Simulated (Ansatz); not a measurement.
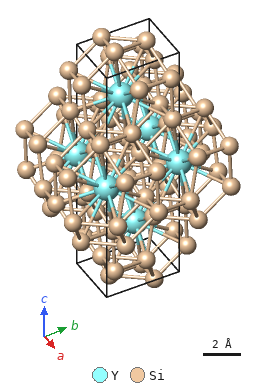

This is the input geometry for a relaxation of crystalline YSi6 (a generated structure, set up in R-3m). The picture is a ball-and-stick view of the conventional cell (3 times the calculation's cell), seen from a free direction. Lengths and directions refer to the drawn axes.

Method: DFT PBE, scalar-relativistic, plane waves, PAW (Ansatz).

Input
```yaml
crystal:
  lattice:
    - [2.8604110495, 1.6514590894, 4.2142510995]
    - [-2.8604110495, 1.6514590894, 4.2142510995]
    - [0.0, -3.3029181788, 4.2142510995]
  atoms:
    - { symbol: "Y", position: [0.5, 0.5, 0.5] }
    - { symbol: Si, position: [0.1185210533, 0.1185210533, 0.5563043525] }
    - { symbol: Si, position: [0.5563043525, 0.1185210533, 0.1185210533] }
    - { symbol: Si, position: [0.1185210533, 0.5563043525, 0.1185210533] }
    - { symbol: Si, position: [0.4436956475, 0.8814789467, 0.8814789467] }
    - { symbol: Si, position: [0.8814789467, 0.8814789467, 0.4436956475] }
    - { symbol: Si, position: [0.8814789467, 0.4436956475, 0.8814789467] }
basis:
  ecutwfc: 420
kpoints:
  mp_grid: { grid: [12, 12, 12] }
hamiltonian:
  xc: pbe
scf:
  occupations: { method: gaussian, width: 0.1 }
output:
  forces: true
  stress: true
  eigenvalues: true
relax:
  adjacent_minimum: "off"
  f_tol: 0.01
  max_steps: 80
  cell: { stress_tol: 0.05 }
```

Launched with:
```bash
ansatz run input.yaml --threads 1 --pin off --max-ram 2560MiB --backend cpu --events-out ev --progress --plain --runs-dir out
```

Q: What does the optimiser find from here?

A: The largest moves relative to the cell, 0.007 Å, are those of Si2, Si3, Si4, Si5, Si6 and Si7. Si2 goes roughly along +c. Y stays in place. The volume changes by −0.3 %, with a = b 5.721 → 5.725 Å (+0.1 %), c 12.643 → 12.580 Å (−0.5 %). Some distances before and after: Y1–Si2 3.310 → 3.292 Å, Si2–Si5 2.546 → 2.531 Å. The space group stays R-3m (No. 166). After 2 accepted moves (3 points after the start) the energy has fallen by 0.3 meV per atom. Largest force component: 0.05 eV/Å at the start, 0.0025 eV/Å at the end. Pressure: −0.30 GPa at the start and −0.02 GPa at the end. The SCF was repeated once at an unchanged geometry on a basis and grid sized afresh for the cell, which shifted the energy by less than 0.05 meV per atom at most.

The structure at the end:

```
Y Si
1.0
     2.86267    1.65276    4.19328
    -2.86267    1.65276    4.19328
     0.00000   -3.30553    4.19328
Y Si
1 6
Direct
  0.50000 0.50000 0.50000
  0.11899 0.11899 0.55703
  0.55702 0.11899 0.11899
  0.11899 0.55702 0.11899
  0.44298 0.88101 0.88101
  0.88101 0.88101 0.44297
  0.88101 0.44298 0.88101
```
